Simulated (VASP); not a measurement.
Band structure of Eu (bcc). Calculation: r2SCAN meta-GGA, VASP's PBE PAW potentials (set 64) (plane waves; VASP).

The 4f electrons are frozen in the core of the lanthanide potential, so 4f levels, which can set the real gap, and their magnetism are missing.

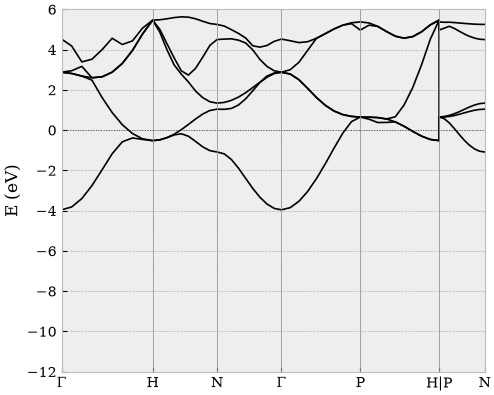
Fig. 1. Bands along high-symmetry lines, zero at the valence-band maximum or, without a gap, the Fermi level

Question: Read the plot: is there a gap, and where are the band edges?

Answer: It has no gap at this level: it comes out as a metal or semimetal.

The compound is Eu in the bcc structure. It was relaxed first, which changed the volume by -8 %.
